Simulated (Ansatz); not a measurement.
The starting structures come from a database of crystals and need not be the phases stable at ambient conditions.

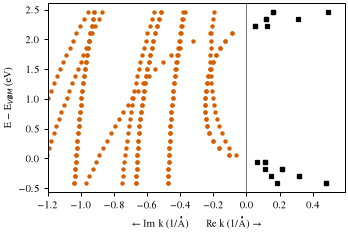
Figure: Complex bands at the centre of the two-dimensional zone; r2SCAN (Ansatz, a first-principles code)

The gap is the functional's own, uncorrected, and κ follows it; spin-orbit coupling is left out. Mid-gap values are interpolated between the computed energies.

Problem. This is Ca₃AsCl₃ (Pm-3m, not sure to be the ambient phase, 7 atoms a cell, 27.2 Å³ an atom) along the normal of (001). Read off the slowest decay at the centre of the two-dimensional zone at 1.14 eV, the computed energy nearest the middle of the gap.

Solution. κ ≈ 0.21 1/Å, a decay length 1/(2κ) of the density of 2.4 Å.
